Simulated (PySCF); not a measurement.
# [GeH5]− (SMILES [H][Ge-]([H])([H])([H])[H]): levels of theory compared

We compute a comparison of 6 runs (B2PLYP/STO-6G, B3LYP/STO-6G, PBE/STO-6G, r2SCAN/STO-6G, BCCD(T)/STO-6G, UCCSD(T)/STO-6G) of [GeH5]−. 

Program for the calculation: PySCF 2.14.0.

1 further run of the same task is left out (set aside as unsound or not needed).

**1. Starting point**

[GeH5]− has 6 atoms, charge -1, and is taken as a singlet. SMILES: `[H][Ge-]([H])([H])([H])[H]`. The Ge1–H5 distance was set to 2.725 Å, away from the relaxed value. At this shape a bond of the SMILES string is far longer than usual.

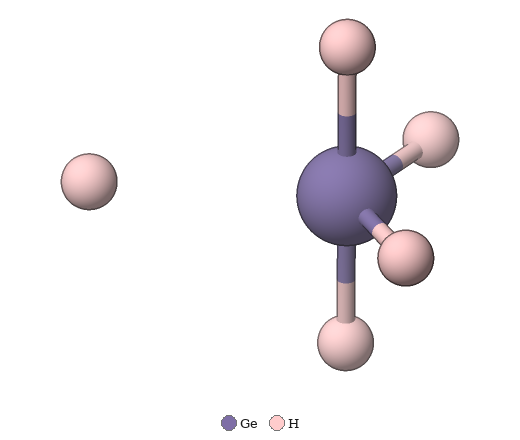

Viewed from a chosen angle; germanium purple, hydrogen pink.

**2. A single-point energy at B2PLYP/STO-6G (run 1)**

job.py

```python
from pyscf import gto, dft, mp

mol = gto.M(
    atom='''
Ge       0.613960      -1.045224       0.011822
H        0.590310      -1.049914       1.773922
H        0.635790      -1.034724      -1.769638
H        2.128690      -1.033184       0.020902
H       -0.767040       1.304120       0.000050
H       -0.132750      -2.361954      -0.010898
''',
    basis='sto-6g',
    verbose=3,
    charge=-1,
    spin=0,
    max_memory=1860,
)

mf = dft.RKS(mol, xc='0.53*HF + 0.47*B88, 0.73*LYP')
mf.conv_tol = 1e-10
mf.grids.level = 5
mf.kernel()
if not mf.converged:
    mf = mf.newton().run(mf.mo_coeff, mf.mo_occ)

pt = mp.MP2(mf, frozen=9).run()
etot = mf.e_tot + 0.27 * pt.e_corr
print('PT2 part  %.8f' % (0.27 * pt.e_corr))
print(f'total energy: {etot:.8f} hartree')
```

Started as:

```bash
$ OMP_NUM_THREADS=1 python job.py
```

Log:

```text
converged SCF energy = -2067.85703743577
E(RMP2) = -2067.97803817012  E_corr = -0.121000734354436
E(SCS-RMP2) = -2067.99926247145  E_corr = -0.142225035686958
PT2 part  -0.03267020
total energy: -2067.88970763 hartree
```

Run time: 4.5 s. Hardware: 1 thread of Arm Neoverse V1, shared host; peak memory 0.21 GiB.

**3. A single-point energy at B3LYP/STO-6G (run 2)**

input.py

```python
from pyscf import gto, dft

mol = gto.Mole()
mol.atom = '''
Ge     1.160216    -1.975187     0.022340
H      1.115524    -1.984050     3.352227
H      1.201469    -1.955345    -3.344131
H      4.022641    -1.952435     0.039499
H     -1.449496     2.464430     0.000094
H     -0.250861    -4.463446    -0.020594
'''
mol.unit = 'bohr'
mol.max_memory = 1860
mol.basis = 'sto-6g'
mol.verbose = 3
mol.charge = -1
mol.build()

myscf = dft.RKS(mol)
myscf.xc = 'b3lyp'
myscf.grids.level = 5
myscf.conv_tol = 1e-10
myscf.kernel()
if not myscf.converged:
    myscf = myscf.newton().run(myscf.mo_coeff, myscf.mo_occ)

e_final = myscf.e_tot
print('E(%s) = %.9f' % ('B3LYP', e_final))
```

Started as:

```bash
$ OMP_NUM_THREADS=1 python input.py
```

Log:

```text
converged SCF energy = -2068.28887523194
E(B3LYP) = -2068.288875232
```

It took 6.3 s on 1 thread of Arm Neoverse V1, shared host; peak memory 0.21 GiB.

Runs 3 to 4 aren't shown in full; the table further down has their settings and results.

**4. The energy at BCCD(T)/STO-6G (run 5)**

run.py

```python
from pyscf import gto, scf, cc
from pyscf.cc.bccd import bccd_kernel_

mol = gto.M(
    atom='''
Ge     1.160216    -1.975187     0.022340
H      1.115524    -1.984050     3.352227
H      1.201469    -1.955345    -3.344131
H      4.022641    -1.952435     0.039499
H     -1.449496     2.464430     0.000094
H     -0.250861    -4.463446    -0.020594
''',
    unit='bohr',
    verbose=3,
    max_memory=1860,
    basis='sto-6g',
    charge=-1,
)

calc0 = scf.RHF(mol)
calc0.conv_tol = 1e-10
calc0.kernel()
if not calc0.converged:
    calc0 = calc0.newton().run(calc0.mo_coeff, calc0.mo_occ)

mycc = cc.CCSD(calc0, frozen=9).run()
mycc = bccd_kernel_(mycc, diis=True)
e_t = mycc.ccsd_t()
etot = mycc.e_tot + e_t
print('Final energy', etot)
```

Started as:

```bash
$ OMP_NUM_THREADS=1 python run.py
```

Log:

```text
converged SCF energy = -2066.7436285146
E(CCSD) = -2066.868513671361  E_corr = -0.1248851567580134
BCCD loop starts.

[... 24 lines left out ...]
CCSD converged
[... 26 lines left out ...]
CCSD converged
[... 23 lines left out ...]
CCSD converged
[... 3 lines left out ...]
******** <class 'pyscf.cc.ccsd.CCSD'> ********
CC2 = 0
CCSD nocc = 10, nmo = 14
frozen orbitals 9
max_cycle = 50
direct = 0
conv_tol = 1e-07
conv_tol_normt = 1e-05
diis_space = 6
diis_start_cycle = 0
diis_start_energy_diff = 1e+09
Init E_corr(CCSD) = -0.13781532077095
cycle = 1  E_corr(CCSD) = -0.137821495550468  dE = -6.17477952e-06  norm(t1,t2) = 0.000140617
cycle = 2  E_corr(CCSD) = -0.137821338056991  dE = 1.57493478e-07  norm(t1,t2) = 2.52676e-05
cycle = 3  E_corr(CCSD) = -0.137819943949894  dE = 1.3941071e-06  norm(t1,t2) = 1.15495e-05
cycle = 4  E_corr(CCSD) = -0.137819805222956  dE = 1.38726937e-07  norm(t1,t2) = 4.5096e-06
cycle = 5  E_corr(CCSD) = -0.137819588340638  dE = 2.16882318e-07  norm(t1,t2) = 2.20051e-06
cycle = 6  E_corr(CCSD) = -0.137819599762548  dE = -1.14219095e-08  norm(t1,t2) = 9.42412e-07
CCSD converged
E(CCSD) = -2066.868551552527  E_corr = -0.1378195997625476
BCC iter:    3  E:   -2066.868551552527  dE:    6.047e-07  |t1|:    4.392e-06
CCSD(T) correction = -0.00298694231652956
Final energy -2066.871538494843
```

It took 1.7 s on 1 thread of Arm Neoverse V1, shared host; peak memory 0.1 GiB.

**5. A single-point energy at UCCSD(T)/STO-6G (run 6)**

input.xyz

```xyz
6

Ge     0.613960    -1.045224     0.011822
H      0.590310    -1.049914     1.773922
H      0.635790    -1.034724    -1.769638
H      2.128690    -1.033184     0.020902
H     -0.767040     1.304120     0.000050
H     -0.132750    -2.361954    -0.010898
```

run.py

```python
from pyscf import gto, cc

mol = gto.M(
    atom='input.xyz',
    basis='sto-6g',
    charge=-1,
    verbose=3,
    max_memory=1860,
)

calc0 = mol.UHF()
calc0.conv_tol = 1e-10
calc0.kernel()
if not calc0.converged:
    calc0 = calc0.newton().run(calc0.mo_coeff, calc0.mo_occ)
for _ in range(3):
    mo, _, stable, _ = calc0.stability(return_status=True)
    if stable:
        break
    calc0.kernel(calc0.make_rdm1(mo, calc0.mo_occ))

mycc = cc.CCSD(calc0, frozen=9)
mycc.kernel()
e_t = mycc.ccsd_t()
etot = mycc.e_tot + e_t
print('Final energy', etot)
```

Started as:

```bash
$ OMP_NUM_THREADS=1 python run.py
```

Log:

```text
converged SCF energy = -2066.74362854166  <S^2> = 3.582592e-10  2S+1 = 1
<class 'pyscf.scf.uhf.UHF'> wavefunction has an internal instability
converged SCF energy = -2066.78872400389  <S^2> = 0.84142663  2S+1 = 2.0894273
<class 'pyscf.scf.uhf.UHF'> wavefunction is stable in the internal stability analysis
E(UCCSD) = -2066.865080471958  E_corr = -0.07635646806404339
UCCSD(T) correction = -0.00281297826344196
Final energy -2066.8678934502213
```

Run time: 1.8 s. Hardware: 1 thread of Arm Neoverse V1, shared host; peak memory 0.12 GiB.

**6. All runs side by side**

```csv
run,level,frozen core orbitals,integration grid,energy (Eh),HOMO energy (eV),LUMO energy (eV),HOMO–LUMO gap (eV),wall time
1,B2PLYP/STO-6G,9,5,-2067.889708,4.02,9.84,5.82,4.5 s
2,B3LYP/STO-6G,–,5,-2068.288875,5.14,8.50,3.36,6.3 s
3,PBE/STO-6G,–,5,-2067.911640,6.37,8.10,1.73,8.4 s
4,r2SCAN/STO-6G,–,5,-2068.373731,5.96,8.00,2.03,9.9 s
5,BCCD(T)/STO-6G,9,–,-2066.871538,–,–,–,1.7 s
6,UCCSD(T)/STO-6G,9,–,-2066.867893,3.01,13.84,10.83,1.8 s
```

**7. Outcome**

```
                                                    quantity           value
                                         run 6: total energy  -2066.86789 Eh
                  run 6: HOMO energy (Hartree–Fock orbitals)         3.01 eV
                  run 6: LUMO energy (Hartree–Fock orbitals)        13.84 eV
run 6: HOMO–LUMO gap (to an unbound level, set by the basis)        10.83 eV
          run 6: correlation energy (9 core orbitals frozen)       -79.2 mEh
                                       run 6: (T) correction       -2.81 mEh
                    run 6: ⟨S²⟩ of the reference determinant           0.841
                                        run 6: T1 diagnostic           0.050
```

Over runs 1, 2, 3, 4 the HOMO–LUMO gap runs from 1.73 eV (PBE/STO-6G) to 5.82 eV (B2PLYP/STO-6G). The empty levels of an anion lie above zero and hang on the basis. A double hybrid's value is that of its SCF part. Totals of different functionals can't be ranked against each other. In runs 1, 2, 3, 4, 6 the HOMO lies above zero, so the outermost electron may be held by the basis alone. In runs 1, 2, 3, 4, 5, 6 the basis is minimal, so the values are rough. Spin contamination of the reference: run 6 ⟨S²⟩ = 0.84. Where it is this large, the reference is a mixture of spin states, and values that rest on it are in doubt. All runs together took 33 s, the longest 9.9 s.
